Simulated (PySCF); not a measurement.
## A study: C4H8, SMILES `C=C.C=C`

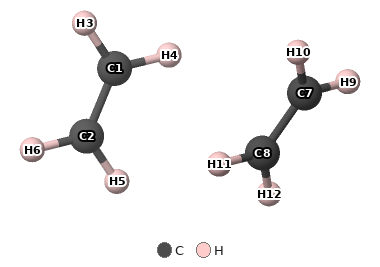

The molecule, with its atoms numbered as below.

Coordinates in Å:

```
C1      -1.6386    0.7554   -0.0363
C2      -2.0858   -0.4827   -0.0412
H3      -1.9444    1.4699    0.7097
H4      -0.9414    1.1129   -0.7762
H5      -1.7797   -1.1963   -0.7887
H6      -2.7818   -0.8426    0.6986
C7       2.2002    0.4245   -0.0260
C8       1.5247   -0.6977    0.1036
H9       2.5700    0.7638   -0.9801
H10      2.4171    1.0610    0.8169
H11      1.1530   -1.0323    1.0579
H12      1.3047   -1.3336   -0.7383
```

## 1. Bonding charge

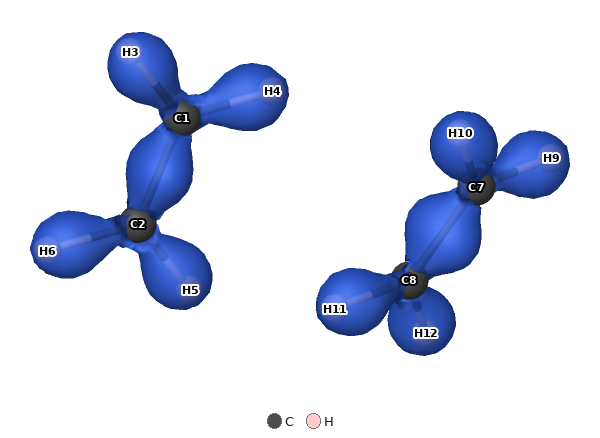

Deformation density (molecule less spherical, spin-averaged free atoms at the same positions), surfaces at ±0.3 e/Å³; blue: gain, red: loss.

Computed with PySCF, B3LYP/def2-SVPD, geometry: an unrelaxed start of a pair search.

Question: Describe the bonding that the map shows.

Answer: The five largest and four smallest: C7–C8: +0.74 e/Å³ at the bond critical point (bond length 1.32 Å). C1–C2: +0.74 e/Å³ at the bond critical point (bond length 1.32 Å). C1–H4: +0.72 e/Å³ at the bond critical point (bond length 1.08 Å). C8–H11: +0.72 e/Å³ at the bond critical point (bond length 1.08 Å). C1–H3: +0.72 e/Å³ at the bond critical point (bond length 1.08 Å). C2–H6: +0.72 e/Å³ at the bond critical point (bond length 1.08 Å). C7–H10: +0.72 e/Å³ at the bond critical point (bond length 1.08 Å). C2–H5: +0.71 e/Å³ at the bond critical point (bond length 1.08 Å). C7–H9: +0.71 e/Å³ at the bond critical point (bond length 1.08 Å). In all, 2.5 electrons gather in the regions of gain relative to the promolecule.

Question: Where do the Hirshfeld charges lie?

Answer: The highest Hirshfeld charge is on H12 (+0.04 e), the lowest on C2 (−0.08 e).

## 2. Bond critical points

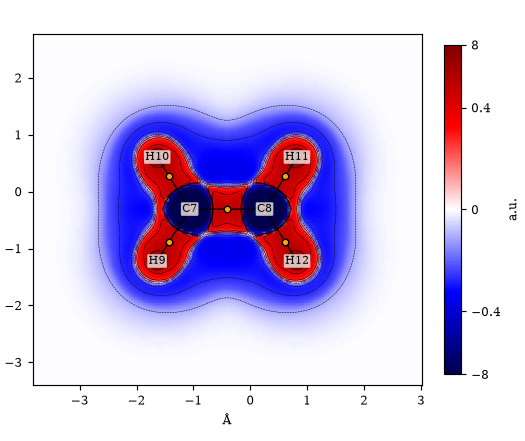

Negative Laplacian of the density (−∇²ρ) in the plane of C7, C8, H9, H10, H11 and H12 (red positive, blue negative, colour scale in a.u., logarithmic beyond ±0.04), with bond paths and bond critical points (dots).

Question: Sort the bonds in the plane by the sign of ∇²ρ at their critical points.

Answer: Concentrated (∇²ρ < 0): C7–C8 (−0.98 a.u.); C8–H11 (−1.10 a.u.); C8–H12 (−1.09 a.u.); C7–H9 (−1.09 a.u.); C7–H10 (−1.09 a.u.). At none is it depleted.

Question: Where along C8–H11 does the critical point lie?

Answer: 0.68 Å from C8 and 0.40 Å from H11.

## 3. Local ionisation energy

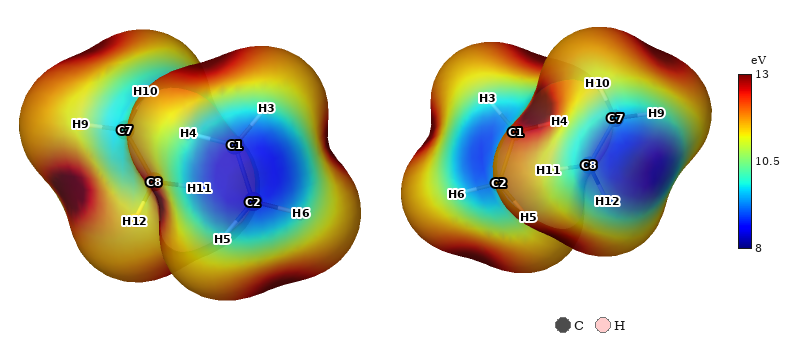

Average local ionisation energy on the surface of electron density 0.001 a.u. (back view left, front view right).

Question: Where are the most loosely bound electrons on this surface?

Answer: The lowest value is 8.4 eV, off the C1–C2 bond (2.2 Å from its atoms). Further minima include 8.9 eV, over C2, off the plane of its three bonds (2.2 Å); 9.6 eV, over C7, off the plane of its three bonds (2.0 Å). For comparison, the highest occupied orbital lies at −7.4 eV.

Question: What volume does the surface enclose, and what is the dipole moment?

Answer: About 116 Å³; the dipole moment is 0.0 D.

## 4. Excited states

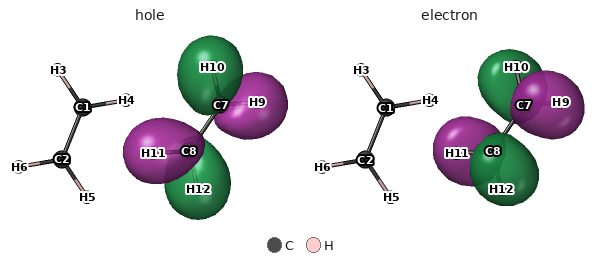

Leading natural transition orbital pair of S₃ (TDA singlet states); the surfaces enclose about 78 % of each orbital's density.

PySCF calculation, CAM-B3LYP/def2-SVP, gas phase; geometry: an unrelaxed start of a pair search. Without diffuse functions Rydberg states are missing, so the states' numbers hold for this basis only.

Question: Give its energy and the atoms that hole and electron lie on.

Answer: 8.40 eV (148 nm), f = 0.001 (very weak); the leading pair carries 79 %; hole on C7 and C8 (21 % each), H9, H10, H11 and H12 (10 % each) and C1 and C2 (5 % each), electron on C7 and C8 (31 % each), C1 and C2 (8 % each) and H9 and H12 (5 % each) (shares are of the whole state, not of the leading pair alone); their centroids lie 0.1 Å apart; S₄ lies within 0.1 eV of it. The HOMO–LUMO gap is 10.53 eV.

The PySCF runs shown took 15 s and 2.6 min on 1 thread of Arm Neoverse V1 (shared host).
